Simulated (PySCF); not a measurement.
## Electronic structure of C₃H₁₂O₂Si₃ (SMILES C=C(C)[SiH](O[SiH3])O[SiH3]) in real space

```xyz
20

C    -1.4791   -1.8870    0.7176
C    -1.5843   -0.7280    0.0526
C    -2.8183    0.1263    0.0920
Si   -0.1393   -0.1409   -0.9710
O     1.1868   -1.0829   -0.6763
Si    2.5759   -1.3172    0.1960
O     0.1622    1.4360   -0.5667
Si    1.2060    2.6377   -0.1145
H    -0.5711   -2.4963    0.6738
H    -2.3008   -2.2733    1.3338
H    -3.2558    0.2401   -0.9147
H    -3.5902   -0.2991    0.7514
H    -2.5804    1.1438    0.4427
H    -0.4101   -0.1911   -2.4324
H     2.2505   -1.6239    1.6213
H     3.3197   -2.4615   -0.4014
H     3.4263   -0.0893    0.1459
H     2.2428    2.8581   -1.1672
H     0.4235    3.8912    0.0807
H     1.8884    2.2776    1.1652
```

Geometry: PBE0-D3(BJ)/def2-SVP.

Theory: PBE0/pcSseg-1, SCF density, gas phase, non-relativistic in PySCF 2.14.0.

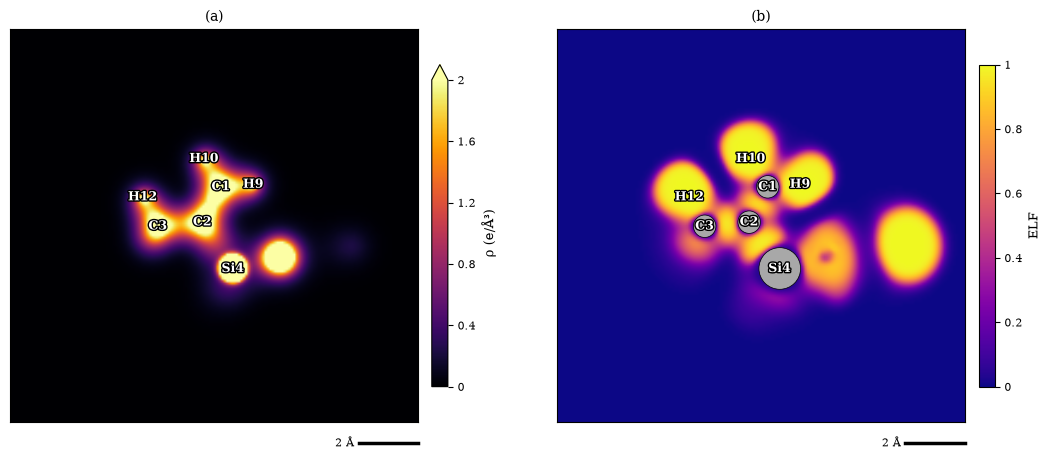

Figure 1. (a) electron density; (b) electron localisation function on the plane of atoms C2, C3 and H12. Grey discs cover the atomic cores in the ELF map.

Q: What do the fields say about this system?

A: The plane passes through C, Si and H nuclei. C–C (1.34 Å): ρ at the midpoint is about 2.2 e/Å³; the ELF peaks at about 0.90 between the atoms: a short, multiple covalent bond. C–Si (1.87 Å): the density is about 1 e/Å³ at the midpoint; the ELF peaks at about 0.95 between the atoms (localised, covalent bonding). C–H (1.09 Å): the density is about 2 e/Å³ at the midpoint; the ELF climbs to about 1 towards the hydrogen, as it does in any bond to H (an ordinary covalent bond to hydrogen). C–C (1.50 Å): ρ at the midpoint is about 1.7 e/Å³; the ELF peaks at about 0.95 between the atoms: a shared electron pair. The ELF also peaks beside O5, away from the bonds: lone-pair regions.

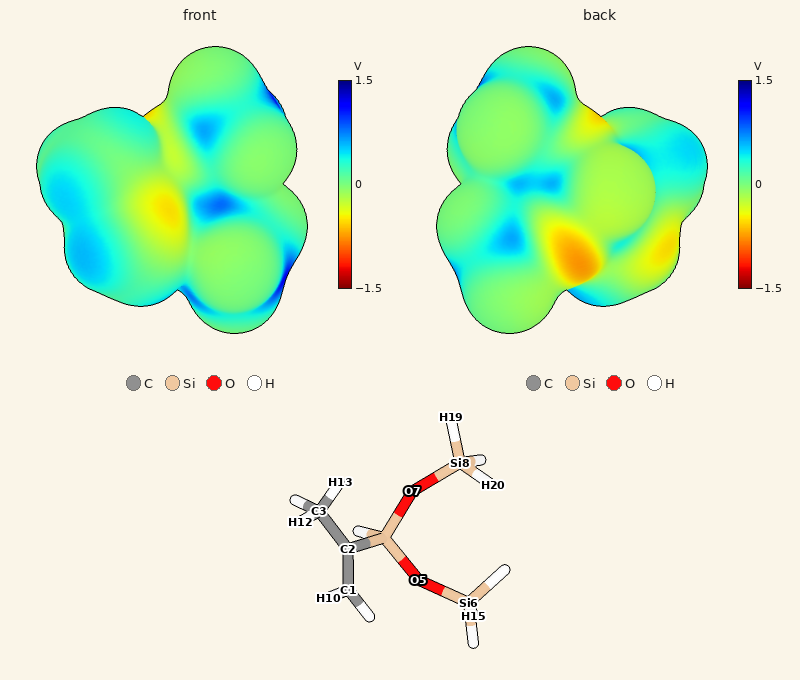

Figure 2. The molecular electrostatic potential painted on the density surface at 0.001 e/bohr³, seen from the front and from behind; the colour scale runs from red (negative) to blue (positive). The bare structure is drawn below in the same view.

Q: Describe the electrostatic potential map.

A: The most negative region (about −0.7 V) lies over O5, the most positive (about +1.1 V) over Si6 and Si8.

Q: How polar is the molecule by this calculation?

A: Its dipole moment is 0.69 D.
